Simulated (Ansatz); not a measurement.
**AlPH₄F₂: molecular dynamics (part 3 of 3)**

AlPH₄F₂; RHF/def2-SVP (Ansatz 0.2.0). It belongs to a series of runs on one base structure; here: dynamics from the highest image of the converged band.

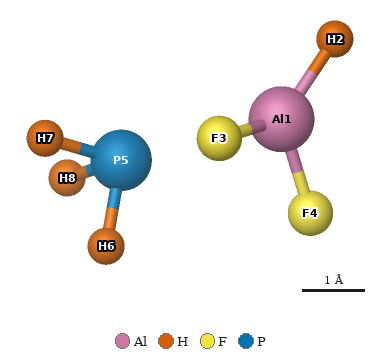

*The geometry at step 117 of the log (ball-and-stick view, seen at a tilt; atoms are numbered from 1 in the order of the input).*

## Trajectory as extended XYZ, continued
```
8
Properties=species:S:1:pos:R:3:forces:R:3 step=33 time_fs=16.5 energy=-21323.78394 temperature=2167.5
Al    0.0446   -0.1569   -0.0172    0.0444   2.3476  -0.9571
H    -0.2435    0.2186    1.3883    0.0634   0.2813   1.8410
F     1.4569    0.5293   -0.5897   -0.0940  -0.7437  -0.3023
F    -1.3724    0.1959   -0.7930   -0.1596  -0.5868  -0.9238
P     0.2385   -2.4568    0.6669    1.0137  -1.5092   1.2404
H    -0.6649   -3.5340    0.5503    0.3316   0.0975  -0.3551
H     1.5384   -3.0909    0.9229   -1.3179   0.4740  -0.4737
H    -0.0851   -2.0580    1.9760    0.1184  -0.3605  -0.0695
8
Properties=species:S:1:pos:R:3:forces:R:3 step=42 time_fs=21.0 energy=-21323.18082 temperature=1396.2
Al    0.0479   -0.1148   -0.0076   -0.9590   2.6223   1.4412
H    -0.1705    0.3759    1.5235    0.2373  -0.4601  -0.3697
F     1.4492    0.5170   -0.6049    0.3732  -0.5885  -0.5723
F    -1.3742    0.1892   -0.8139    0.2202  -0.6985  -0.5093
P     0.2404   -2.4668    0.6629   -1.4183  -1.8787   5.0907
H    -0.5424   -3.6296    0.5530   -0.1264   0.2272  -0.9624
H     1.3914   -3.1293    0.9972    1.1983  -0.1513  -0.6121
H    -0.0997   -2.5450    2.3117    0.4747   0.9276  -3.5060
8
Properties=species:S:1:pos:R:3:forces:R:3 step=50 time_fs=25.0 energy=-21323.69050 temperature=2049.1
Al    0.0455   -0.0620    0.0082   -1.2376   2.1461   2.1880
H    -0.0734    0.4535    1.6204    0.0500  -0.6770  -1.1997
F     1.4454    0.5009   -0.6233    0.6466  -0.3999  -0.7127
F    -1.3742    0.1773   -0.8371    0.4573  -0.6217  -0.1125
P     0.2363   -2.4855    0.6844   -0.5495  -2.5563   2.9144
H    -0.4469   -3.6799    0.4057   -0.2800   0.2741  -1.1189
H     1.4045   -3.1696    0.9591    1.1817   0.2085  -0.8429
H    -0.0437   -2.8450    2.0975   -0.2684   1.6263  -1.1157
8
Properties=species:S:1:pos:R:3:forces:R:3 step=58 time_fs=29.0 energy=-21323.79114 temperature=2184.3
Al    0.0363    0.0029    0.0356   -0.8972   1.0627   0.8744
H     0.0296    0.4367    1.5577   -0.2643  -0.1392  -0.0489
F     1.4466    0.4816   -0.6473    0.5359  -0.3250  -0.6912
F    -1.3705    0.1604   -0.8611    0.5688  -0.4481   0.1977
P     0.2308   -2.5155    0.7155    2.7270  -1.3892  -5.1699
H    -0.3840   -3.6756    0.1006    0.2460   1.0727  -0.2191
H     1.5687   -3.1709    0.8018   -1.2065   1.1861  -0.4962
H    -0.0525   -2.9639    1.8410   -1.7097  -1.0200   5.5531
8
Properties=species:S:1:pos:R:3:forces:R:3 step=67 time_fs=33.5 energy=-21323.97227 temperature=2415.4
Al    0.0201    0.0828    0.0710   -0.2630  -0.0538  -1.2745
H     0.1003    0.4030    1.5104   -0.3519   0.5931   1.6221
F     1.4526    0.4566   -0.6807   -0.0860  -0.3426  -0.3347
F    -1.3608    0.1372   -0.8863    0.6302  -0.1930   0.4770
P     0.2358   -2.5606    0.7323   -0.7788  -1.6007   0.5278
H    -0.2799   -3.4941   -0.2635    0.0149   0.5949   1.1523
H     1.5780   -2.9902    0.5546   -0.2972   0.0762   0.6981
H    -0.2528   -3.1356    2.1378    1.1318   0.9257  -2.8681
8
Properties=species:S:1:pos:R:3:forces:R:3 step=75 time_fs=37.5 energy=-21323.74662 temperature=2123.9
Al    0.0041    0.1542    0.0971    0.5053  -0.2708   0.2189
H     0.1049    0.4524    1.6666   -0.4191   0.3313  -0.5631
F     1.4574    0.4314   -0.7133   -0.7875  -0.3046   0.2399
F    -1.3468    0.1149   -0.9046    0.6201   0.0408   0.6539
P     0.2375   -2.6082    0.7476   -1.7630   1.5218   0.2305
H    -0.1892   -3.2420   -0.4304   -0.7251  -0.7419   0.6853
H     1.5454   -2.8046    0.4277    1.3011  -0.7140   0.9577
H    -0.2920   -3.1750    2.0670    1.2683   0.1374  -2.4231
8
Properties=species:S:1:pos:R:3:forces:R:3 step=83 time_fs=41.5 energy=-21323.29491 temperature=1549.6
Al   -0.0092    0.2240    0.1237    0.9257  -0.4170   0.3572
H     0.0479    0.5547    1.7590   -0.3241   0.1571  -1.4742
F     1.4558    0.4038   -0.7439   -1.3154  -0.2198   0.8047
F    -1.3278    0.0928   -0.9177    0.6264   0.1817   0.8138
P     0.2339   -2.6474    0.7599    3.2684   5.9254  -6.5970
H    -0.1966   -3.0864   -0.4884   -0.5547  -0.9710   0.3312
H     1.6472   -2.7177    0.4510   -0.9304  -0.6896   1.0977
H    -0.1910   -3.2473    1.7440   -1.6958  -3.9670   4.6664
8
Properties=species:S:1:pos:R:3:forces:R:3 step=92 time_fs=46.0 energy=-21323.82659 temperature=2226.3
Al   -0.0181    0.2995    0.1543    0.8620  -0.7539  -2.0778
H    -0.0724    0.7036    1.6334   -0.1167   0.3764   0.1974
F     1.4414    0.3707   -0.7705   -1.5276  -0.1158   1.2895
F    -1.3003    0.0697   -0.9244    0.6457   0.2345   0.9686
P     0.2412   -2.6658    0.7496   -1.2091  -0.3010   1.7257
H    -0.2887   -3.0809   -0.4898    0.4591  -0.6035   0.2664
H     1.6403   -2.7492    0.6488   -0.1618  -0.7696  -0.1488
H    -0.2040   -3.7669    1.7977    1.0482   1.9328  -2.2210
8
Properties=species:S:1:pos:R:3:forces:R:3 step=100 time_fs=50.0 energy=-21323.57093 temperature=1898.9
Al   -0.0207    0.3621    0.1698    0.7306  -1.0916  -3.3587
H    -0.2025    0.8980    1.5378   -0.0477   0.5748   1.1746
F     1.4158    0.3402   -0.7833   -1.3006   0.0256   1.4906
F    -1.2703    0.0511   -0.9221    0.4798   0.2190   0.9504
P     0.2437   -2.6801    0.7447   -1.8635  -2.2058   2.3536
H    -0.3091   -3.1754   -0.4525    0.8518  -0.1526  -0.1885
H     1.6022   -2.8978    0.8167    0.6964  -0.3820  -0.8564
H    -0.1034   -4.0279    1.6205    0.4531   3.0126  -1.5656
8
Properties=species:S:1:pos:R:3:forces:R:3 step=108 time_fs=54.0 energy=-21323.59452 temperature=1924.2
Al   -0.0195    0.4192    0.1681    0.0518  -0.0557  -1.1498
H    -0.3321    1.1591    1.5752    0.4432  -0.5017  -0.8264
F     1.3798    0.3100   -0.7842   -0.6508   0.1775   1.3655
F    -1.2367    0.0342   -0.9123    0.0502   0.1454   0.7546
P     0.2388   -2.7038    0.7502    1.4594   1.2995  -0.8368
H    -0.2069   -3.2896   -0.4466    0.6582   0.5684  -0.7461
H     1.6370   -3.0914    0.8586   -0.5571   0.8030  -1.0026
H     0.0506   -3.8977    1.2437   -1.4548  -2.4364   2.4416
8
Properties=species:S:1:pos:R:3:forces:R:3 step=117 time_fs=58.5 energy=-21323.69647 temperature=2055.1
Al   -0.0179    0.4830    0.1578   -0.6120   0.4691  -0.1821
H    -0.4000    1.3697    1.4930    0.6284  -0.8207  -0.9461
F     1.3338    0.2776   -0.7723    0.5416   0.2027   0.8401
F    -1.1988    0.0166   -0.8941   -0.6505  -0.0166   0.3540
P     0.2401   -2.7259    0.7528    0.8332  -2.8386  -1.0497
H     0.0220   -3.3106   -0.5485    0.0319   1.1030   0.1980
H     1.6003   -3.1756    0.7429   -0.0764   0.9176  -0.0531
H    -0.0050   -4.0869    1.1733   -0.6963   0.9836   0.8389
8
Properties=species:S:1:pos:R:3:forces:R:3 step=125 time_fs=62.5 energy=-21323.28461 temperature=1530.1
Al   -0.0198    0.5417    0.1465   -0.5808  -0.5023  -1.1364
H    -0.3671    1.4438    1.2893    0.1257   0.4597   0.9497
F     1.2972    0.2505   -0.7544    1.6646   0.0757   0.2564
F    -1.1705    0.0008   -0.8748   -1.2968  -0.1998  -0.0317
P     0.2460   -2.7543    0.7487   -0.8963  -3.5624  -0.3058
H     0.2288   -3.1671   -0.6275   -0.9276   0.4454   0.4018
H     1.5671   -3.1127    0.6238    1.2026   0.0775   0.8299
H    -0.1848   -4.2598    1.3016    0.7086   3.2064  -0.9639
8
Properties=species:S:1:pos:R:3:forces:R:3 step=133 time_fs=66.5 energy=-21323.63810 temperature=1978.9
Al   -0.0251    0.5980    0.1295   -0.6473  -0.6185  -0.6325
H    -0.3098    1.5766    1.2084    0.0063   0.6889   1.0805
F     1.2738    0.2240   -0.7343    2.3828  -0.0340  -0.1610
F    -1.1526   -0.0166   -0.8557   -1.8090  -0.2803  -0.2771
P     0.2492   -2.7989    0.7429    1.3516   0.9616  -0.4553
H     0.3041   -2.9578   -0.6544   -1.1567  -0.4330  -0.0585
H     1.6672   -3.0277    0.6251   -0.5415  -0.2349   1.1120
H    -0.2720   -3.9944    1.3026    0.4137  -0.0498  -0.6081
8
Properties=species:S:1:pos:R:3:forces:R:3 step=142 time_fs=71.0 energy=-21323.38391 temperature=1651.7
Al   -0.0353    0.6584    0.1072   -0.5724   0.8065   1.1435
H    -0.2373    1.8086    1.2698    0.2234  -1.0332  -0.8635
F     1.2701    0.1940   -0.7129    2.1832   0.0607  -0.0832
F    -1.1498   -0.0386   -0.8366   -1.8812  -0.1273  -0.2117
P     0.2630   -2.8387    0.7310    2.1152   4.5118  -0.8942
H     0.1916   -2.7973   -0.6777   -0.4462  -0.8505   0.2854
H     1.6947   -2.9830    0.8104   -0.9779  -0.7740   0.2850
H    -0.3890   -3.8448    1.2775   -0.6442  -2.5940   0.3386
8
Properties=species:S:1:pos:R:3:forces:R:3 step=150 time_fs=75.0 energy=-21323.10809 temperature=1302.7
Al   -0.0477    0.7157    0.0929    0.1788  -0.0850   0.0644
H    -0.1425    1.8786    1.2185   -0.0160  -0.8273  -0.6915
F     1.2851    0.1680   -0.6944    1.1507   0.3826   0.4094
F    -1.1632   -0.0592   -0.8213   -1.3542   0.2654   0.2005
P     0.2842   -2.8519    0.7163   -3.6751   0.0088   2.0373
H     0.0199   -2.7870   -0.6630    0.6517  -0.8513   0.0630
H     1.5949   -3.0629    1.0280    0.9562  -1.0123  -0.5458
H    -0.5638   -4.0927    1.2981    2.1077   2.1193  -1.5372
8
Properties=species:S:1:pos:R:3:forces:R:3 step=158 time_fs=79.0 energy=-21323.41034 temperature=1688.2
Al   -0.0591    0.7714    0.0780    0.8473  -2.8340  -2.5336
H    -0.0501    1.8462    1.0838   -0.2410   1.0238   1.0096
F     1.3095    0.1452   -0.6727    0.0334   0.8014   0.8112
F    -1.1875   -0.0776   -0.8043   -0.6586   0.7949   0.6778
P     0.2906   -2.8639    0.7109   -1.7368  -0.2345   2.2210
H    -0.0599   -2.9033   -0.6425    1.2061  -0.5036  -0.3944
H     1.5849   -3.2835    1.1578   -0.2672  -0.2251  -1.4405
H    -0.4589   -4.0738    1.1149    0.8168   1.1772  -0.3511
8
Properties=species:S:1:pos:R:3:forces:R:3 step=167 time_fs=83.5 energy=-21323.33683 temperature=1595.3
Al   -0.0663    0.8165    0.0458    1.1664  -2.5649  -2.0394
H     0.0122    1.9533    1.0742   -0.3358   0.1564   0.1203
F     1.3372    0.1273   -0.6405   -0.7516   1.1055   0.9417
F    -1.2211   -0.0904   -0.7787   -0.0871   1.1975   0.9376
P     0.2904   -2.8742    0.7154    1.9935   2.0757  -0.4744
H     0.0634   -3.1110   -0.6757    1.0566   0.4577   0.1295
H     1.5421   -3.5603    1.0611   -0.5143   0.8783  -1.0064
H    -0.2935   -4.0044    0.8891   -2.5276  -3.3061   1.3912
8
Properties=species:S:1:pos:R:3:forces:R:3 step=175 time_fs=87.5 energy=-21323.26679 temperature=1506.0
Al   -0.0658    0.8408    0.0045    1.1032  -1.3091  -0.6400
H     0.0142    2.0863    1.0984   -0.3796  -1.1153  -1.0607
F     1.3559    0.1207   -0.6039   -0.9360   1.1133   0.7959
F    -1.2521   -0.0918   -0.7481    0.2065   1.2765   0.8773
P     0.2969   -2.8778    0.7181   -1.0986  -4.0243  -1.3048
H     0.3306   -3.2323   -0.6883   -0.2203   1.0065   0.5283
H     1.4369   -3.6884    0.8212    0.7531   0.4660   0.5525
H    -0.4387   -4.2775    0.8721    0.5716   2.5864   0.2517
8
Properties=species:S:1:pos:R:3:forces:R:3 step=183 time_fs=91.5 energy=-21323.21866 temperature=1444.2
Al   -0.0592    0.8568   -0.0410    0.6258  -1.6571  -0.5842
H    -0.0396    2.0730    0.9817   -0.2562  -0.4248  -0.5163
F     1.3673    0.1230   -0.5610   -0.6643   0.9132   0.4458
F    -1.2815   -0.0830   -0.7105    0.2987   1.1546   0.6201
P     0.2994   -2.8988    0.7151   -0.4790  -3.4945  -0.6915
H     0.5684   -3.2085   -0.6430   -1.2364   0.8851  -0.5457
H     1.4293   -3.7420    0.6574    0.7481   0.2198   1.5395
H    -0.5305   -4.2312    0.9009    0.9632   2.4038  -0.2679
8
Properties=species:S:1:pos:R:3:forces:R:3 step=192 time_fs=96.0 energy=-21323.40642 temperature=1689.6
Al   -0.0477    0.8625   -0.0970   -0.0675  -2.7512  -1.0831
H    -0.1477    2.0198    0.7856   -0.1890   1.5232   0.9166
F     1.3743    0.1342   -0.5087    0.1368   0.4689  -0.0462
F    -1.3119   -0.0621   -0.6624    0.1439   0.7226   0.1622
P     0.3028   -2.9391    0.7071    5.2757   3.1405  -1.0339
H     0.6222   -3.0287   -0.6712   -1.2720   0.2692  -0.2231
H     1.5236   -3.7519    0.7355   -0.8715   0.4093   1.1234
H    -0.5385   -3.8637    0.8984   -3.1565  -3.7825   0.1841
8
Properties=species:S:1:pos:R:3:forces:R:3 step=200 time_fs=100.0 energy=-21323.87048 temperature=2280.6
Al   -0.0380    0.8533   -0.1517   -1.0974   0.0807   0.9251
H    -0.2690    2.1522    0.7101    0.2138  -0.1867  -0.3612
F     1.3815    0.1482   -0.4623    1.0673  -0.0820  -0.3661
F    -1.3377   -0.0373   -0.6181   -0.1559   0.1475  -0.2430
P     0.3248   -2.9666    0.6960   -0.8327   0.6160   0.1269
H     0.4755   -2.8259   -0.7298   -0.3195  -0.6087   0.7465
H     1.4995   -3.7086    0.9794   -0.5721  -0.4397  -0.1927
H    -0.8343   -3.8839    0.8865    1.6966   0.4727  -0.6355
```

The run was set up as follows.

## Input
```yaml
crystal:
  periodic: [false, false, false]
  atoms:
    - { symbol: Al, position_ang: [0.043959, -0.182936, -0.052813] }
    - { symbol: H, position_ang: [-0.121543, -0.013005, 1.668472] }
    - { symbol: F, position_ang: [1.455861, 0.514646, -0.540903] }
    - { symbol: F, position_ang: [-1.387053, 0.186011, -0.783657] }
    - { symbol: P, position_ang: [0.247328, -2.445669, 0.674567] }
    - { symbol: H, position_ang: [-0.749718, -3.398937, 0.449303] }
    - { symbol: H, position_ang: [1.455512, -3.146742, 0.627071] }
    - { symbol: H, position_ang: [0.003353, -1.091268, 1.713959] }
basis:
  gaussian: { orbitals: def2-SVP }
hamiltonian:
  xc: hf
md:
  timestep: 0.5
  n_steps: 200
  ensemble: nve
  temperature: 300.0
  initial_velocities: maxwell_boltzmann
  seed: 6812
```

Launched with:
```bash
ansatz run input.yaml --threads 1 --pin off --max-ram 2048MiB --backend cpu --events-out ev --progress --plain --runs-dir out
```

## Summary

- outcome: finished
- mean temperature over the second half: 1708 K
- trajectory: 200 steps, 100 fs
- ensemble: nve
- temperature in the input: 300.0 K
- time step: 0.5 fs
- potential energy (last step): −21323.8705 eV
- mean-field energy (last step): −21323.8705 eV
- largest force (length of the vector) (last step): 1.872 eV/Å
- hardware: 1 thread of Arm Neoverse V1, 24 GiB of memory available, shared host
- wall time: 3.9 min
- peak memory: 0.14 GiB

## Notes

So short a trajectory is not equilibrated.
